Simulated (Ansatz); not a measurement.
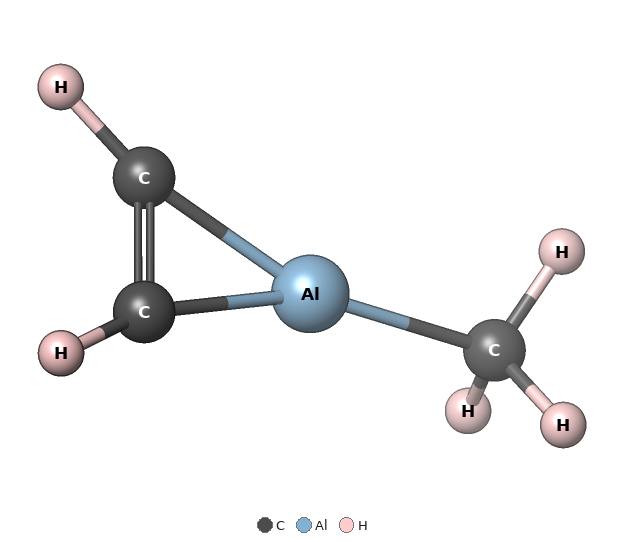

Atoms fade into the background with distance from the viewer. Computed geometry: PBE-D4/def2-SVP optimisation. No frequency run is at hand to confirm it as a minimum.

List the symmetry elements and name the point group.

Answer. It has 1 mirror plane, so the point group is Cs. The group has 2 operations. The geometry is achiral, and symmetry allows a dipole moment.
